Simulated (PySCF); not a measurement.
**Run report: C5H6F3Si, EPR calculation**

- system: C5H6F3Si, multiplicity 2
- method: UKS B3LYP, pcH-1 on C F H Si, non-relativistic, mean-field spin-orbit, GIAO (PySCF 2.14.0)

It belongs to a series of runs on one base structure; here: H removed from sp3 C.

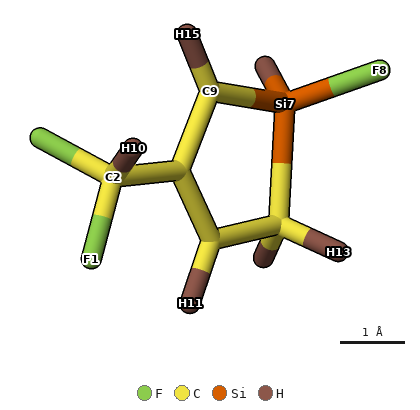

Figure 1. The structure as given in the input (stick view, seen at a tilt; atoms are numbered from 1 in the order of the input). Bond lengths as drawn: C–C 1.38 to 1.51 Å, C–F 1.35 to 1.36 Å, C–H 1.08 to 1.10 Å, C–Si 1.86 to 1.91 Å, F–Si 1.62 Å and H–Si 1.45 Å.

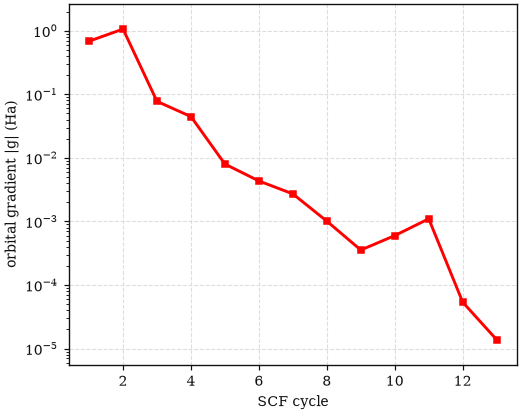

Figure 2. Convergence of the self-consistent field: orbital gradient |g| against the SCF cycle. All cycles printed in the log are drawn one after another.

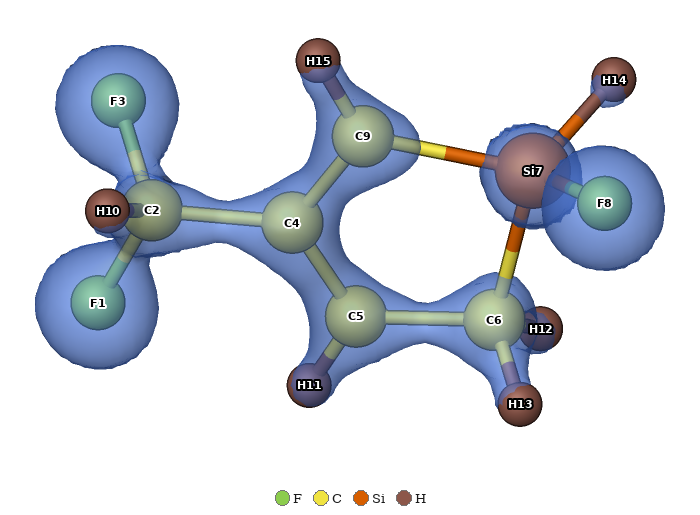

Figure 3. Isosurface of the total electron density at 1.5 e/Å³ (blue), seen at a tilt. At this value the surface falls into four separate pieces. It is pinched off along the Si–F (1.62 Å) and C–Si (1.86 Å) contacts. On the grid the lowest density along these lines, outside the cores, is 1.7 e/Å³ (C–F, 1.35 Å), 2.1 e/Å³ (C–C, 1.38 Å), 0.82 e/Å³ (Si–F, 1.62 Å) and 0.82 e/Å³ (C–Si, 1.86 Å).

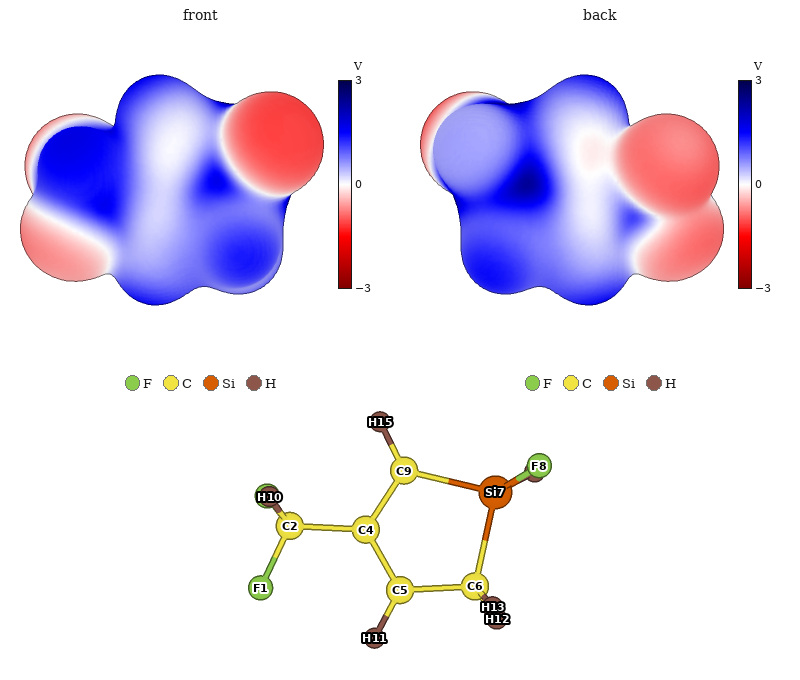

Figure 4. The molecular electrostatic potential painted on the density surface at 0.004 e/bohr³, seen face on and from behind; red is negative and blue positive. The bare structure is drawn below in the same view.

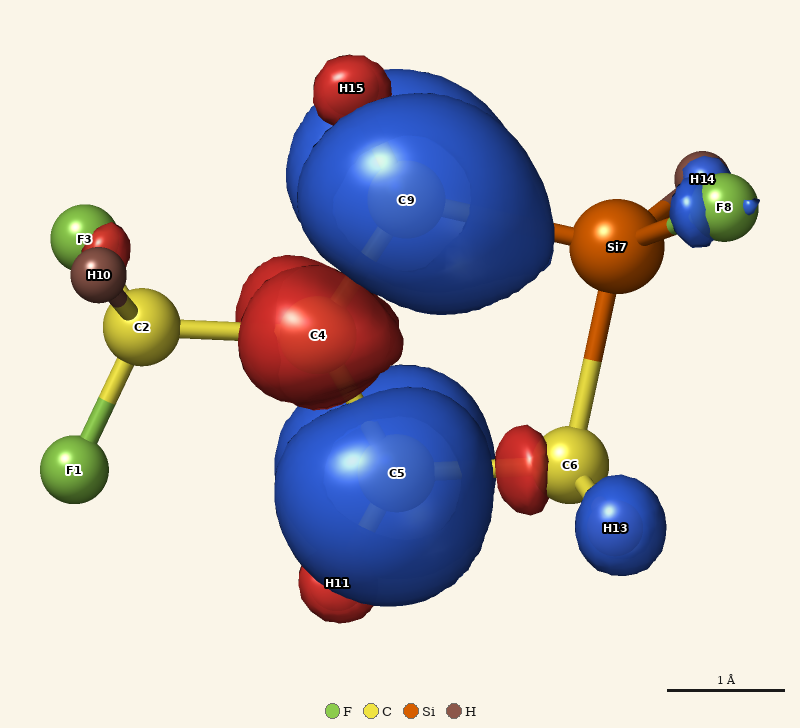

Figure 5. Isosurfaces of the spin density (α minus β) at +0.015 (blue) and −0.015 e/Å³ (red), seen face on. The unpaired spin (1 electron) lies mostly on C9 (about 0.4) and C5 (about 0.4), in electrons by Hirshfeld's partition.

These pictures come from the run below.

### Input file
```
{"job": {"kind": "epr", "basis": "pcH-1"}, "charge": 0, "multiplicity": 2}
F      2.858104    -0.833253    -0.410207
C      2.217171     0.313313    -0.078740
F      2.731556     0.696355     1.121786
C      0.726173     0.129963     0.014030
C      0.121345    -1.089068    -0.184655
C     -1.361120    -1.119812    -0.103174
Si    -1.854404     0.631658     0.482918
F     -2.866053     1.334144    -0.567163
C     -0.094407     1.210968     0.326466
H      2.506048     1.081517    -0.815470
H      0.681850    -1.984072    -0.399634
H     -1.681323    -1.937513     0.542868
H     -1.772442    -1.346879    -1.090077
H     -2.540778     0.733307     1.758451
H      0.323867     2.187360     0.495792
```

The first line tells a small driver script what to run in PySCF; the rest is the geometry in Å.

Command:
```bash
OMP_NUM_THREADS=1 python <driver script> task.json out
```

### What the program printed
```
UKS, coarse grid
  cycle   1  E = -783.06329902  |g| = 6.83e-01
  cycle   2  E = -782.87752662  |g| = 1.06e+00
  cycle   3  E = -783.21547240  |g| = 7.73e-02
  cycle   4  E = -783.21732410  |g| = 4.45e-02
  cycle   5  E = -783.21827229  |g| = 7.98e-03
  cycle   6  E = -783.21832465  |g| = 4.33e-03
  cycle   7  E = -783.21834158  |g| = 2.71e-03
  cycle   8  E = -783.21834677  |g| = 1.01e-03
  cycle   9  E = -783.21834699  |g| = 3.55e-04
UKS, final grid
  cycle   1  E = -783.21826605  |g| = 5.99e-04
  cycle   2  E = -783.21826561  |g| = 1.10e-03
  cycle   3  E = -783.21826623  |g| = 5.37e-05
  cycle   4  E = -783.21826623  |g| = 1.38e-05
E = -783.21826623 Eh   <S^2> = 0.7732 (exact 0.7500)
g shifts (ppm)      1          2          3
  rmc          -135       -135       -135
  gc              5         24         24
  oz_so        -147        446        561
  total        -278        335        449
hyperfine (MHz)  atom isotope    a_iso     a_fc   dipolar eigenvalues
    0   19F      -0.67      -0.67     -5.33      0.99      4.34
    1   13C       3.59       3.59     -0.59     -0.29      0.88
    2   19F     -31.55     -31.50    -18.25      7.07     11.18
    3   13C     -44.21     -44.23    -25.10     10.52     14.58
    4   13C      51.82      51.88    -48.91    -47.33     96.23
    5   13C     -16.66     -16.66     -1.22      0.26      0.97
    6  29Si      26.68      26.69     -5.90      1.08      4.82
    7   19F      65.20      65.10    -14.67    -13.48     28.16
    8   13C      51.05      51.14    -48.92    -47.59     96.51
    9    1H      -8.08      -8.08     -2.17     -0.72      2.89
   10    1H     -39.95     -39.95    -23.54     -0.82     24.37
   11    1H      33.33      33.33     -3.92     -1.77      5.69
   12    1H      54.09      54.09     -3.51     -2.21      5.73
   13    1H      23.03      23.03     -2.09     -1.53      3.61
   14    1H     -38.85     -38.86    -24.24     -0.28     24.52
```

### Key numbers

| quantity | value |
| --- | --- |
| outcome | converged |
| total energy | −783.218266 hartree |
| ⟨S²⟩ | 0.773 |
| isotropic g | 2.0025 |
| hardware | 1 CPU thread, shared host |
| wall time | 1.7 min |
| peak memory | 1 GiB |
